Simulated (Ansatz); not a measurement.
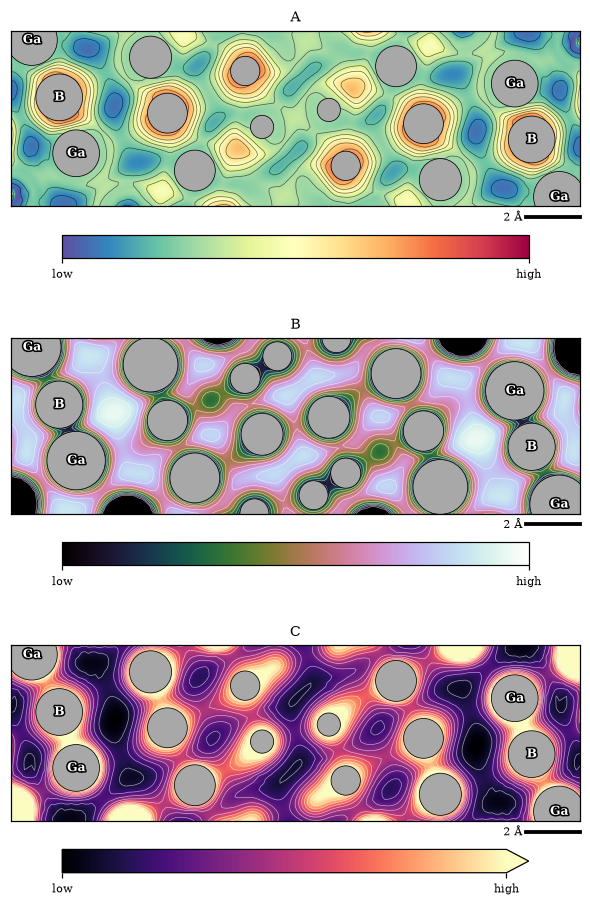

Ga$_{3}$B$_{2}$: 3 fields on the (111) plane of the conventional cell, with unlabelled colour scales. Grey discs cover the atomic cores.

Space group R-3m; started from the tetradymite_166 prototype, which need not be the ambient phase; computed without spin polarisation.

Method: DFT PBE, scalar-relativistic, plane waves, PAW in Ansatz.

```cif
data_structure
_symmetry_space_group_name_H-M 'P 1'
_symmetry_Int_Tables_number 1
_cell_length_a 3.4229
_cell_length_b 3.4229
_cell_length_c 20.2655
_cell_angle_alpha 90.000
_cell_angle_beta 90.000
_cell_angle_gamma 120.000
_cell_volume 205.63
loop_
_atom_site_label
_atom_site_type_symbol
_atom_site_fract_x
_atom_site_fract_y
_atom_site_fract_z
_atom_site_occupancy
Ga1 Ga 0.00000 0.00000 0.00000 1
Ga2 Ga 0.66667 0.33333 0.33333 1
Ga3 Ga 0.33333 0.66667 0.66667 1
Ga4 Ga 0.00000 0.00000 0.22193 1
Ga5 Ga 0.66667 0.33333 0.55527 1
Ga6 Ga 0.33333 0.66667 0.88860 1
Ga7 Ga 0.66667 0.33333 0.11140 1
Ga8 Ga 0.33333 0.66667 0.44473 1
Ga9 Ga 0.00000 0.00000 0.77807 1
B1 B 0.33333 0.66667 0.06555 1
B2 B 0.00000 0.00000 0.39888 1
B3 B 0.66667 0.33333 0.73221 1
B4 B 0.33333 0.66667 0.26779 1
B5 B 0.00000 0.00000 0.60112 1
B6 B 0.66667 0.33333 0.93445 1
```

### Match the panels to the quantities (electron localisation function, electrostatic potential energy of an electron and valence pseudo-density).

Panel A: electron localisation function. Panel B: electrostatic potential energy of an electron (low next to the atoms, rising into the space between them). Panel C: valence pseudo-density. From the grid: Ga–B (2.18 Å): ρ at the midpoint is about 0.48 e/Å³; the ELF peaks at about 0.80 in the valence shell of B, 0.8 Å from its nucleus, and is about 0.55 at the midpoint. Ga–B (2.38 Å): ρ at the midpoint is about 0.34 e/Å³; the ELF peaks at about 0.75 in the valence shell of B, 0.8 Å from its nucleus, and is about 0.50 at the midpoint.
